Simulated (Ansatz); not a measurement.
## Electronic structure of AlB$_{2}$H$_{3}$N (doublet) in real space

Input

```
crystal:
  periodic: [false, false, false]
  atoms:
    - {symbol: Al, position_ang: [-0.801694, -0.217592, -2.354087]}
    - {symbol: B, position_ang: [-1.215630, -1.048359, 0.292398]}
    - {symbol: B, position_ang: [-0.584438, -2.485562, -1.943883]}
    - {symbol: N, position_ang: [-0.887644, -1.809311, -0.858307]}
    - {symbol: H, position_ang: [-2.383735, -0.863316, 0.572009]}
    - {symbol: H, position_ang: [-0.323543, -0.591437, 0.979716]}
    - {symbol: H, position_ang: [-0.335275, -3.496134, -2.532796]}
basis:
  gaussian: {orbitals: def2-TZVPD}
magnetization: {spin_polarized: true, initial_magnetization: 1}
hamiltonian: {xc: {name: PBE0}}
output: {forces: true, orbitals: {seedname: orbitals}}
```

Launched as:

```sh
ansatz run input.yaml --threads 1 --pin off --max-ram 2610MiB --events-out events.jsonl --progress --plain --runs-dir runs
```

Geometry: BLYP-D3(BJ)/def2-SVP.

Computed with isolated molecule in a Gaussian basis; Kohn-Sham density functional theory, functional PBE0 in Ansatz.

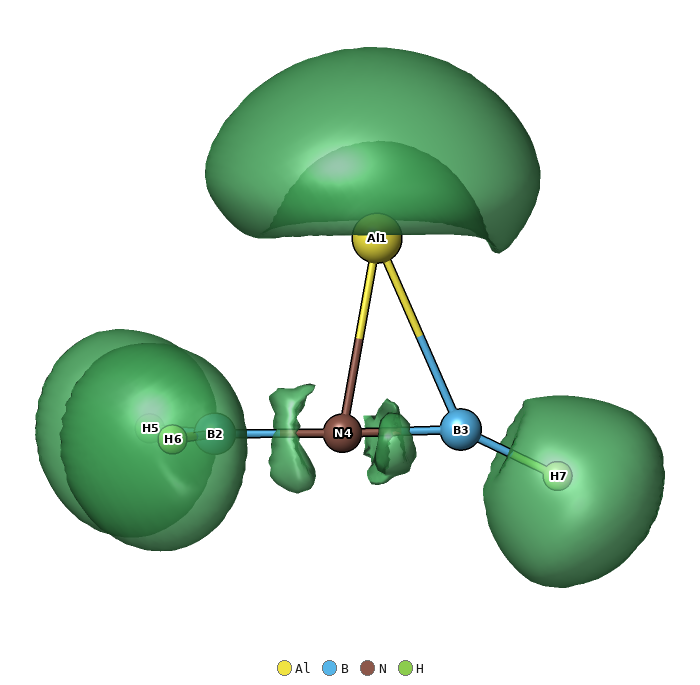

Figure 1. Isosurface of the electron localisation function at 0.85 (green), seen across its widest extent. Only the valence region is drawn (cores and ρ < 0.01 e/Å³ removed).

Question: Where are the electrons localised?

Answer: At this value the surface marks out two regions between bonded B–N atoms (shared pairs), three regions around hydrogen nuclei and one lobe on Al, pointing away from the bonds (non-bonding electrons). Profiles from the grid: B–N (1.31 Å): the ELF peaks at about 0.85 between the atoms; a polar covalent bond. Al–N (2.19 Å): the ELF peaks at about 0.75 in the valence shell of N, 0.6 Å from its nucleus, and is about 0.45 at the midpoint.

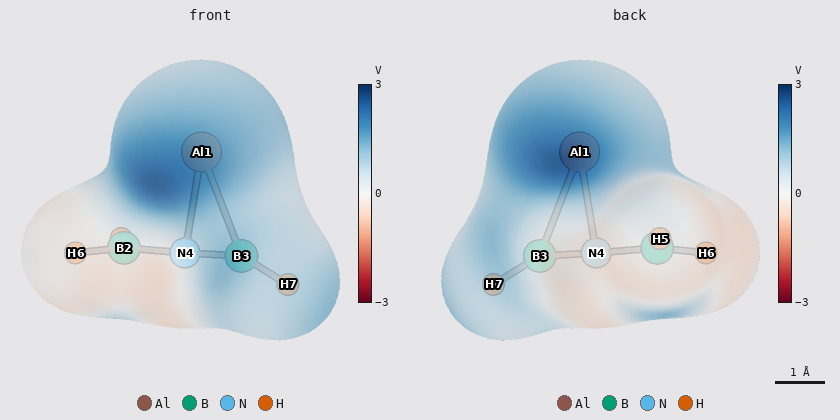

Figure 2. The molecular electrostatic potential painted on the density surface at 0.004 e/bohr³, seen from the front and from behind; the colour scale runs from red (negative) to blue (positive).

Question: Describe the electrostatic potential map.

Answer: The most negative region (about −0.4 V) lies over N4, the most positive (about +2.6 V) over Al1.

Question: What dipole moment does the calculation give?

Answer: Its dipole moment is 1.48 D.

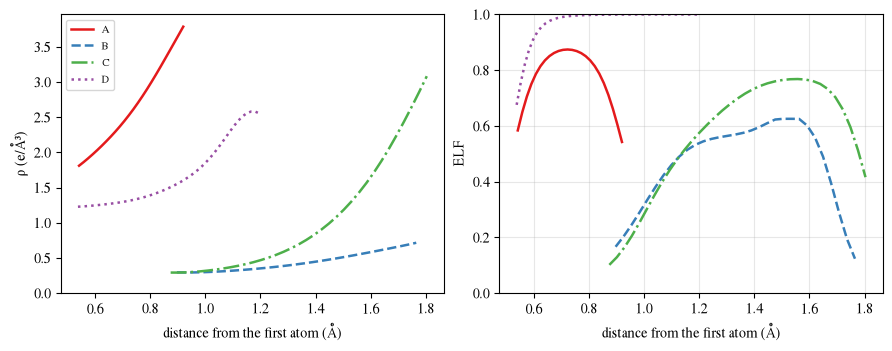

Figure 3. Electron density and ELF along straight lines between neighbouring atoms. The curves leave out the atomic cores.

Question: Which curve belongs to which contact (Al–B, Al–N, B–H and B–N)? The first atom named is at distance zero.

Answer: Curve A: B–N (1.31 Å): the density is about 2.2 e/Å³ at the midpoint; the ELF peaks at about 0.85 between the atoms; a short, strongly polar bond. Curve B: Al–B (2.31 Å): ρ is about 0.34 e/Å³ halfway, with its minimum of 0.29 e/Å³ about 0.9 Å from Al; the ELF peaks at about 0.65 in the valence shell of B, 0.8 Å from its nucleus, and is about 0.50 at the midpoint. Curve C: Al–N (2.19 Å): ρ at the midpoint is about 0.37 e/Å³, with its minimum of 0.29 e/Å³ about 0.9 Å from Al; the ELF peaks at about 0.75 in the valence shell of N, 0.6 Å from its nucleus, and is about 0.45 at the midpoint. Curve D: B–H (1.20 Å): ρ is about 1.2 e/Å³ halfway; the ELF climbs to about 1 towards the hydrogen, as it does in any bond to H (an ordinary covalent bond to hydrogen).
